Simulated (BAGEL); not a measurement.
# HF/6-31G(d) (density fitting with qzvpp-jkfit, spherical functions) run of BH3S2 (SMILES SBS)

What is the energy change on altering one bond length of BH3S2 at HF/6-31G* (density fitting with qzvpp-jkfit, spherical functions)? 

Program for the calculation: BAGEL 1.2.2.

1 further run of the same task is left out (set aside as unsound or not needed). Runs told in other sessions of the task aren't counted.

### Step 1. Starting point

BH3S2 has 6 atoms, charge 0, and is taken as a singlet. SMILES: `SBS`. The shape is that of a PBE0-D4/def2-TZVP optimisation. This is one conformer, not always the lowest.

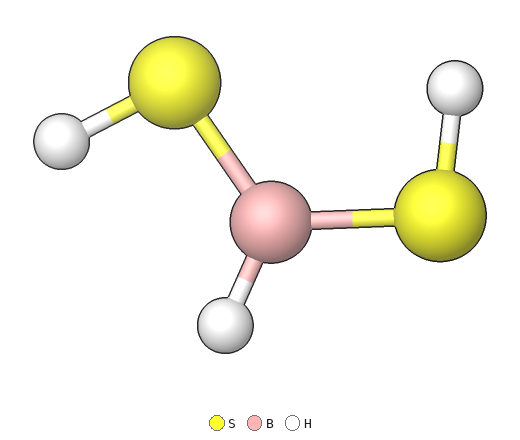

The structure, seen from a chosen angle (sulfur yellow, boron pink, hydrogen white).

### Step 2. A single-point energy at HF/6-31G(d) (density fitting with qzvpp-jkfit, spherical functions)

hf.json reads:

```json
{ "bagel": [

{
  "title": "molecule",
  "basis": "6-31gs.json",
  "df_basis": "qzvpp-jkfit",
  "angstrom": true,
  "geometry": [
    { "atom": "S", "xyz": [   -0.819900,   -0.605200,   -1.516500 ] },
    { "atom": "B", "xyz": [    0.091400,   -0.453600,    0.008900 ] },
    { "atom": "S", "xyz": [    0.333100,    1.114800,    0.829800 ] },
    { "atom": "H", "xyz": [   -1.145600,    0.688100,   -1.694600 ] },
    { "atom": "H", "xyz": [    0.535500,   -1.462200,    0.457500 ] },
    { "atom": "H", "xyz": [    1.047600,    0.654100,    1.868800 ] }
  ]
},
{
  "title": "hf"
},
{
  "title": "print",
  "file": "orbitals.molden",
  "orbitals": true
}

]}
```

The basis set 6-31G* is read from a file made from the Basis Set Exchange's data (not shown).

Run with:

```console
$ BAGEL_NUM_THREADS=1 BAGEL hf.json > hf.out
```

Output:

```text
* using 1 threads per process

  ===============================================================
  ===============================================================

  *** Geometry ***

  { "atom" : "S", "xyz" : [     -1.549386,     -1.143662,     -2.865770 ] },
  { "atom" : "B", "xyz" : [      0.172721,     -0.857180,      0.016819 ] },
  { "atom" : "S", "xyz" : [      0.629468,      2.106667,      1.568095 ] },
  { "atom" : "H", "xyz" : [     -2.164870,      1.300321,     -3.202330 ] },
  { "atom" : "H", "xyz" : [      1.011948,     -2.763158,      0.864550 ] },
  { "atom" : "H", "xyz" : [      1.979677,      1.236070,      3.531520 ] },

  Number of auxiliary basis functions:      385

  Since a DF basis is specified, we compute 2- and 3-index integrals:
    o Being stored without compression. Storage requirement is 0.010 GB

  Number of basis functions:       56
  Number of electrons      :       40

    * METHOD: MOLECULE                             0.09

  *** RHF ***

  === Nuclear Repulsion ===
   119.7687152675

      * DIIS with orbital gradients will be used.

  === RHF iteration (6-31gs.json) ===
      0       -821.45104952          0.01082427           0.02
      1       -821.49555150          0.00302482           0.02
      2       -821.49963885          0.00087377           0.02
      3       -821.49998083          0.00020725           0.02
      4       -821.50000451          0.00007171           0.02
      5       -821.50000798          0.00001963           0.02
      6       -821.50000830          0.00000572           0.02
      7       -821.50000833          0.00000157           0.02
      8       -821.50000834          0.00000041           0.02
      9       -821.50000834          0.00000013           0.02
     10       -821.50000834          0.00000004           0.02
     11       -821.50000834          0.00000002           0.02
     12       -821.50000834          0.00000000           0.02
    * SCF iteration converged.

    * Permanent dipole moment:
           (   -0.202653,    -0.069160,    -0.349111) a.u.

    * METHOD: HF                                   0.29

    * METHOD: PRINT                                0.01

  ===============================================================
```

It took 0.58 s on 1 thread of AMD EPYC 9R45 (Zen 5), shared host.

### Step 3. The distorted shape, same level

job.json reads:

```json
{ "bagel" : [

{
  "title" : "molecule",
  "basis" : "6-31gs.json",
  "df_basis" : "qzvpp-jkfit",
  "angstrom" : true,
  "geometry" : [
    { "atom" : "S", "xyz" : [   -1.677313,   -0.052351,   -2.763319 ] },
    { "atom" : "B", "xyz" : [   -0.766013,    0.099249,   -1.237919 ] },
    { "atom" : "S", "xyz" : [   -0.524313,    1.667649,   -0.417019 ] },
    { "atom" : "H", "xyz" : [   -2.003013,    1.240949,   -2.941419 ] },
    { "atom" : "H", "xyz" : [   -0.321913,   -0.909351,   -0.789319 ] },
    { "atom" : "H", "xyz" : [    1.047600,    0.654100,    1.868800 ] }
  ]
},
{ "title" : "hf" },
{ "title" : "print", "file" : "orbitals.molden", "orbitals" : true }

]}
```

The basis set 6-31G* is read from a file made from the Basis Set Exchange's data (not shown).

Run with:

```console
$ BAGEL_NUM_THREADS=1 BAGEL job.json > job.out
```

Output:

```text
* using 1 threads per process

  ===============================================================
  ===============================================================

  *** Geometry ***

  { "atom" : "S", "xyz" : [     -3.169662,     -0.098929,     -5.221916 ] },
  { "atom" : "B", "xyz" : [     -1.447555,      0.187553,     -2.339328 ] },
  { "atom" : "S", "xyz" : [     -0.990808,      3.151400,     -0.788052 ] },
  { "atom" : "H", "xyz" : [     -3.785146,      2.345054,     -5.558476 ] },
  { "atom" : "H", "xyz" : [     -0.608327,     -1.718424,     -1.491597 ] },
  { "atom" : "H", "xyz" : [      1.979677,      1.236070,      3.531520 ] },

  Number of auxiliary basis functions:      385

  Since a DF basis is specified, we compute 2- and 3-index integrals:
    o Being stored without compression. Storage requirement is 0.010 GB

  Number of basis functions:       56
  Number of electrons      :       40

    * METHOD: MOLECULE                             0.09

  *** RHF ***

  === Nuclear Repulsion ===
   115.3360844542

      * DIIS with orbital gradients will be used.

  === RHF iteration (6-31gs.json) ===
      0       -821.15693459          0.01249926           0.02
      1       -821.19630517          0.01335128           0.02
      2       -821.28229836          0.00219660           0.02
      3       -821.28575567          0.00061427           0.02
      4       -821.28602269          0.00020800           0.02
      5       -821.28605765          0.00006811           0.02
      6       -821.28606136          0.00002246           0.02
      7       -821.28606178          0.00000653           0.02
      8       -821.28606181          0.00000316           0.02
      9       -821.28606182          0.00000127           0.02
     10       -821.28606182          0.00000038           0.02
     11       -821.28606182          0.00000018           0.02
     12       -821.28606182          0.00000009           0.02
     13       -821.28606182          0.00000004           0.02
     14       -821.28606182          0.00000001           0.02
     15       -821.28606182          0.00000001           0.02
    * SCF iteration converged.

    * Permanent dipole moment:
           (   -0.088197,    -0.005568,    -0.145322) a.u.

    * METHOD: HF                                   0.35

    * METHOD: PRINT                                0.01

  ===============================================================
```

Run time: 0.64 s. Hardware: 1 thread of AMD EPYC 9R45 (Zen 5), shared host.

### Step 4. Results

Level: HF/6-31G* (density fitting with qzvpp-jkfit, spherical functions).

| quantity | value |
| --- | --- |
| first shape: total energy | -821.50001 Eh |
| first shape: dipole moment | 1.04 D |
| first shape: HOMO energy | -10.21 eV |
| first shape: LUMO energy | 2.93 eV |
| first shape: HOMO–LUMO gap | 13.14 eV |
| distorted shape: total energy | -821.28606 Eh |
| distorted shape: dipole moment | 0.43 D |
| distorted shape: HOMO energy | -9.26 eV |
| distorted shape: LUMO energy | -2.59 eV |
| distorted shape: HOMO–LUMO gap | 6.67 eV |
| energy change with the S3–H6 bond stretched from 1.342 to 2.953 Å | 5.822 eV |

What this shows: One bond (distorted shape) is far stretched, which a spin-restricted single reference describes badly; a broken-symmetry solution may lie lower. With the S3–H6 bond stretched from 1.342 to 2.953 Å the energy rises by 5.82 eV (134 kcal/mol). The first shape isn't relaxed at this level, so the change isn't measured from a minimum. A restricted reference can't describe the breaking bond well at this length.
